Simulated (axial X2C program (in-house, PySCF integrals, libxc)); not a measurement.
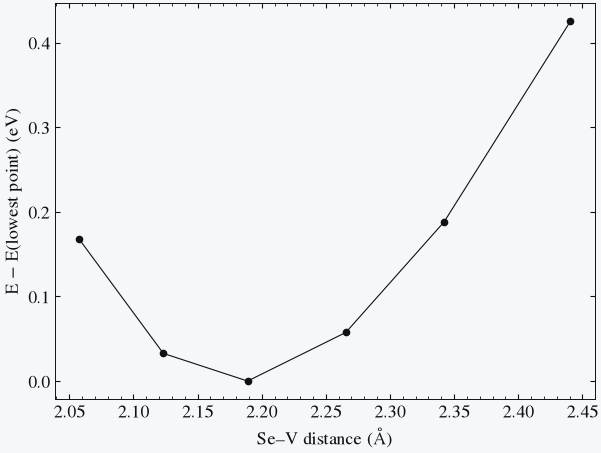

**Figure 1.** Energy at 6 bond lengths, for one set of occupations held fixed; the line joins the points. A polynomial of degree 4 through 6 points gives rₑ = 2.181 Å, ωₑ = 400.7 cm⁻¹, ωₑxₑ = 1.2 cm⁻¹ and Bₑ = 0.1139 cm⁻¹. The minimum lies 3.67 eV below Se + V, each computed as one determinant at the same level.

# Relativistic diatomic calculation, with input and output: SeV

- system: SeV, single determinant with Ω = 3/2.
- method: PBE0, two-component X2C with atomic mean-field Coulomb and Gaunt terms, Se dyall-cv3z, V dyall-cv3z (cores contracted) (axial X2C program (in-house, PySCF integrals, libxc))

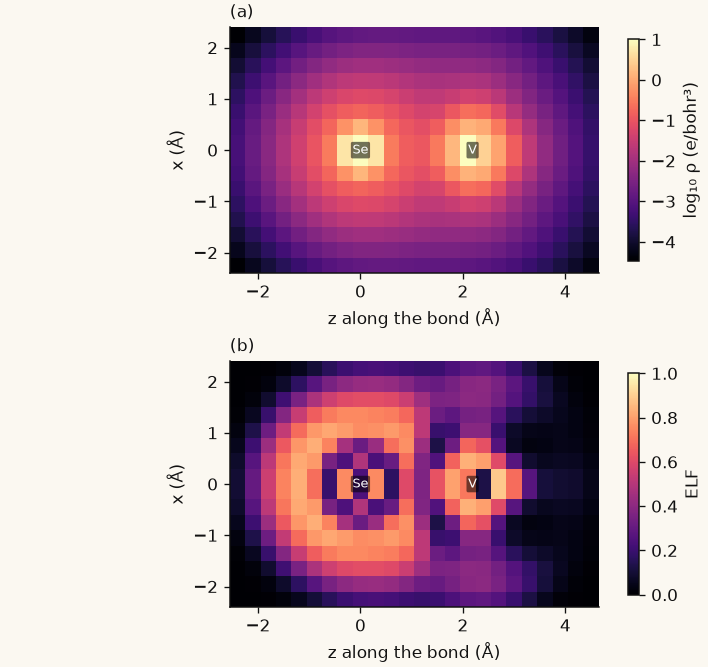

**Figure 2.** (a) electron density on a logarithmic scale; (b) electron localisation function, in a plane that holds the axis, at 2.19 Å, on points 0.3 Å apart (one half computed, the other mirrored); the structure near the nuclei is finer than these points.

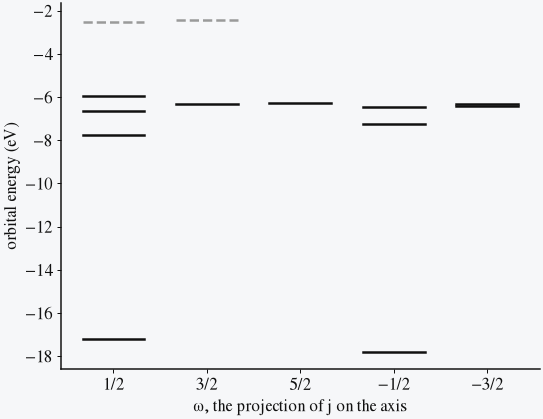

**Figure 3.** Orbital energies near the frontier at 2.19 Å, filled (solid) and empty (dashed). The highest filled spinor (1/2; 47 % V s, 30 % V d) lies at −5.96 eV, the lowest empty one (1/2; 42 % V p, 26 % V s) at −2.51 eV.

These pictures come from the run below.

## The input
```
{"zs": [34, 23], "q": 0, "bas": ["dyall-cv3z", "dyall-cv3z"], "levels": ["PBE0", "HF", "B3LYP"], "cc": true, "r0": 2.19, "thr": -2.0, "nmax": 90, "npts": 10, "nst": 2, "ntry": 6}
```

The line is the task of a batch: nuclear charges, charge, bases, the levels to run, a first guess of the distance and further settings. This report covers PBE0 with spin-orbit coupling. The log is that of the reference distance 2.189 Å.

The run was one of a batch that the task file lists, launched with:
```bash
python <driver script> task.json out
```

## Log
```
two-component X2C + atomic mean field  PBE0
basis functions 218  fitting functions 1229  grid points 5801
iter        total energy     max residual
   1      -3377.715197627     8.80e-02
   2      -3377.717143634     3.95e-04
   3      -3377.717142219     5.04e-04
   4      -3377.717143070     3.71e-04
   5      -3377.717144202     7.44e-05
   6      -3377.717144286     3.81e-06
   7      -3377.717144287     2.87e-06
converged
one-electron -5060.40286671  Coulomb 1628.64348523  exact exchange -32.85134925  xc functional -101.02981326  nuclear repulsion 189.04366329  atomic mean-field constant -1.12026359
```

## The points of the curve

```csv
R (Å),E (hartree),"dipole (D; origin at the first atom, positive when the second is positive)",highest filled (eV),lowest empty (eV)
2.058,−3377.710985,5.22,−5.81,−2.24
2.123,−3377.715943,5.53,−5.89,−2.38
2.189,−3377.717144,5.81,−5.96,−2.51
2.266,−3377.715033,6.11,−6.04,−2.65
2.342,−3377.710232,6.37,−5.97,−2.77
2.441,−3377.701520,6.61,−5.79,−2.89
```

## Summary

- outcome: converged
- bond length rₑ: 2.181 Å
- ωₑ: 400.7 cm⁻¹
- energy at the minimum: −3377.71717 hartree
- depth below the fragments: 3.67 eV
- hardware: 1 thread of Intel Xeon (Granite Rapids), 64 GiB of memory available, shared host
- wall time: 7 s

## Remarks

To bear in mind: 6 of the 10 points asked for were kept.
